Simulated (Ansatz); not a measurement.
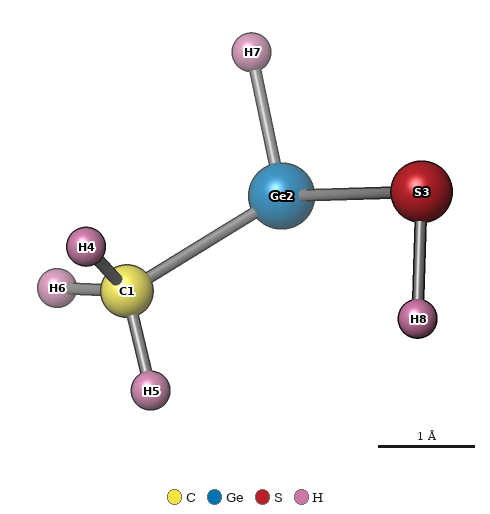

The structure as given in the input (ball-and-stick view, seen at a tilt; atoms are numbered from 1 in the order of the input). Sticks mark near contacts. Bond lengths as drawn: C–Ge 1.97 Å, C–H 1.09 Å, Ge–H 1.55 Å, Ge–S 2.23 Å and H–S 1.34 Å.

# Two runs on CH$_{5}$GeS

System: CH$_{5}$GeS, multiplicity 2.
Method of run 1: UKS wB97M-V/def2-SVP (Ansatz 0.2.0).

The geometry comes from this level: PBE0-D4/def2-TZVP. Text and figures count atoms from 1; the logs count them from 0 in places.

## Input, run 1
```yaml
crystal:
  periodic: [false, false, false]
  atoms:
    - {symbol: C, position_ang: [-0.733304, 0.635152, -0.565766]}
    - {symbol: Ge, position_ang: [0.934594, -0.393299, -0.399911]}
    - {symbol: S, position_ang: [1.033815, -1.391604, 1.591237]}
    - {symbol: H, position_ang: [-0.786310, 1.357766, 0.250973]}
    - {symbol: H, position_ang: [-1.594803, -0.030382, -0.514954]}
    - {symbol: H, position_ang: [-0.745848, 1.162722, -1.520364]}
    - {symbol: H, position_ang: [2.173112, 0.541243, -0.392227]}
    - {symbol: H, position_ang: [-0.189056, -1.938697, 1.495014]}
basis:
  gaussian: {orbitals: def2-SVP}
magnetization: {spin_polarized: true, initial_magnetization: 1}
hamiltonian: {xc: {name: wB97M-V}}
output: {orbitals: {seedname: orbitals}}
```

Hardware: 4 CPU threads, shared host.

## Output (run 1)
```
Functional definition: wB97M-V
  parameter omega = 0.3/bohr
  parameter cx = 0.15
  parameter cx01 = 1.007
  parameter cx10 = 0.259
  parameter css00 = 0.443
  parameter css04 = -1.437
  parameter css10 = -4.535
  parameter css20 = -3.390
  parameter css43 = 4.278
  parameter cos00 = 1.000
  parameter cos10 = 1.358
  parameter cos20 = 2.924
  parameter cos21 = -8.812
  parameter cos60 = -1.390
  parameter cos61 = 9.142
  parameter b = 6.0
  parameter c = 0.01
  gx(w, u) = 1 - cx + cx01*u + cx10*w
  gss(w, u) = css00 + css04*u^4 + css10*w + css20*w^2 + css43*w^4*u^3
  gos(w, u) = cos00 + cos10*w + (cos20 + cos21*u)*w^2 + (cos60 + cos61*u)*w^6
  exchange = spin_sum(e_x_unif_sr(omega)*gx(b97_w, b97_u_x)) + cx*exact_x_sr(omega) + exact_x_lr(omega)
  correlation = spin_sum(e_c_pw_mod_same_spin*gss(b97_w, b97_u_same))
      + integral(e_c_pw_mod_opposite_spin*gos(b97_w_opposite, b97_u_opposite)) + vv10(b, c)
884 factors; integrals over basis functions are off by at most 1.4e-3 eV
261 factors; integrals over basis functions are off by at most 9.1e-6 eV
mean field evaluation 1: about -68453.2576 eV, gradient 2.3e1 eV
mean field evaluation 2: about -68454.3250 eV, gradient 1.9e1 eV
mean field evaluation 4: about -68455.9014 eV, gradient 7.8e-1 eV
mean field evaluation 8: about -68455.9460 eV, gradient 1.0e-1 eV
mean field evaluation 16: about -68455.9462 eV, gradient 5.7e-4 eV
mean field -68455.94622460 eV, -2515.7096226471 hartree, gradient 6.9e-5 eV, S^2 0.752059; 0 other end points of the search recorded, 0 dependent functions left out
reference -68455.94626181 eV, -2515.7096240147 hartree; 30, 29 occupied and 59, 60 virtual orbitals, 884 factors
Total energy: -68455.94626181 eV, -2515.7096240147 hartree
```

Run 2 used a changed input.

## The two runs side by side

```csv
quantity,run 1,run 2
outcome,converged,converged
total energy (hartree),−2515.709624,−2516.216446
HOMO (eV),−7.60,−7.74
LUMO (eV),−0.73,−0.97
⟨S²⟩,0.752,0.753
basis functions,89,366
wall time (shared host),6 s,30 s
```

What was changed in the input?

The change (lines with − go, lines with + come):
```diff
-  gaussian: {orbitals: def2-SVP}
+  gaussian: {orbitals: "def2-QZVPP.json"}
```

The total energy of run 2 is 318.0 kcal/mol lower, which measures the change of basis and not a stability. The HOMO goes from −7.60 to −7.74 eV. The LUMO goes from −0.73 to −0.97 eV. The basis functions go from 89 to 366.

## Output (run 2)
```
Functional definition: wB97M-V
  parameter omega = 0.3/bohr
  parameter cx = 0.15
  parameter cx01 = 1.007
  parameter cx10 = 0.259
  parameter css00 = 0.443
  parameter css04 = -1.437
  parameter css10 = -4.535
  parameter css20 = -3.390
  parameter css43 = 4.278
  parameter cos00 = 1.000
  parameter cos10 = 1.358
  parameter cos20 = 2.924
  parameter cos21 = -8.812
  parameter cos60 = -1.390
  parameter cos61 = 9.142
  parameter b = 6.0
  parameter c = 0.01
  gx(w, u) = 1 - cx + cx01*u + cx10*w
  gss(w, u) = css00 + css04*u^4 + css10*w + css20*w^2 + css43*w^4*u^3
  gos(w, u) = cos00 + cos10*w + (cos20 + cos21*u)*w^2 + (cos60 + cos61*u)*w^6
  exchange = spin_sum(e_x_unif_sr(omega)*gx(b97_w, b97_u_x)) + cx*exact_x_sr(omega) + exact_x_lr(omega)
  correlation = spin_sum(e_c_pw_mod_same_spin*gss(b97_w, b97_u_same))
      + integral(e_c_pw_mod_opposite_spin*gos(b97_w_opposite, b97_u_opposite)) + vv10(b, c)
1377 factors; their error is unknown
302 factors; integrals over basis functions are off by at most 1.7e-5 eV
mean field evaluation 1: about -68465.6317 eV, gradient 3.0e1 eV
mean field evaluation 2: about -68466.9493 eV, gradient 2.6e1 eV
mean field evaluation 4: about -68469.6349 eV, gradient 1.4e0 eV
mean field evaluation 8: about -68469.6521 eV, gradient 7.6e-2 eV
mean field evaluation 16: about -68469.7375 eV, gradient 5.0e-4 eV
mean field -68469.73752825 eV, -2516.2164437082 hartree, gradient 5.0e-5 eV, S^2 0.752510; 0 other end points of the search recorded, 0 dependent functions left out
reference -68469.73758276 eV, -2516.2164457113 hartree; 30, 29 occupied and 336, 337 virtual orbitals, 1377 factors
Total energy: -68469.73758276 eV, -2516.2164457113 hartree
```
